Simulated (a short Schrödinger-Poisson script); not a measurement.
Structure: gated Al0.4Ga0.6As/GaAs modulation-doped gas, at 300 K.

| layer | material | thickness (nm) | Nd (cm⁻³) | Na (cm⁻³) |
|---|---|---|---|---|
| 1 | Al0.4Ga0.6As | 8 | - | - |
| 2 | Al0.4Ga0.6As | 10 | 2.6e18 | - |
| 3 | Al0.4Ga0.6As | 3 | - | - |
| 4 | GaAs | 6000 | - | 1e16 |

Constants are typed, rounded textbook-type inputs, not results; the design itself was drawn at random and stands for no fabricated device. Al0.4Ga0.6As: permittivity 11.76, conduction-band edge (eV) 0.316, gap (eV) 1.923, electron mass (mₑ) 0.1002, Nv at 300 K (cm⁻³) 9e18. GaAs: permittivity 12.9, conduction-band edge (eV) 0, gap (eV) 1.424, Nv at 300 K (cm⁻³) 9e18.

Channel valleys (confinement mass, in-plane density-of-states mass, number): Γ 0.067, 0.067, 1. At the gate the conduction-band edge of layer 1 lies 1.07 eV − eVg above the Fermi level of the channel; the field vanishes at the back. Donor level 0.05 eV below the band edge. The barrier under the gate holds no holes. Gaps are held at their typed values at every temperature. Mesh 0.08 nm at interfaces.

Solved with a short Schrödinger-Poisson script written for these runs: 1D Poisson equation in equilibrium, electrons quantum, Hartree plus LDA exchange-correlation (BenDaniel-Duke, 40 states a valley, the channel's in-plane mass for all, wave functions free to enter the barrier), parabolic valleys, classical holes, donors ionised by Fermi statistics, acceptors fully, no traps, pinning or gate leakage.

Only gate voltages with over 1e8 electrons/cm² are shown.

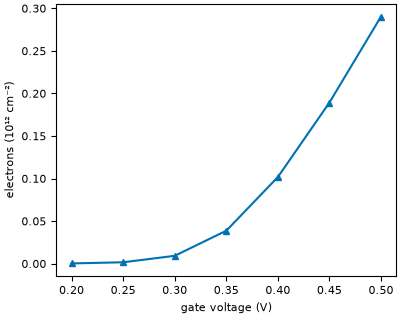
*Sheet density against gate voltage*

| Vg (V) | electrons (cm⁻²) | in the channel layer | C (μF/cm²) | Γ E0 (meV) | Γ E1 (meV) |
|---|---|---|---|---|---|
| 0.5 | 2.90e11 | 2.84e11 | 0.350 | 23.6 | 77.1 |
| 0.4 | 1.02e11 | 1.00e11 | 0.260 | 54.0 | 103.3 |
| 0.3 | 9.22e9 | 9.09e9 | 0.0723 | 117.9 | 164.1 |
| 0.2 | 2.71e8 | 2.67e8 | 0.0292 | 209.6 | 253.9 |

Subbands count from the Fermi level.
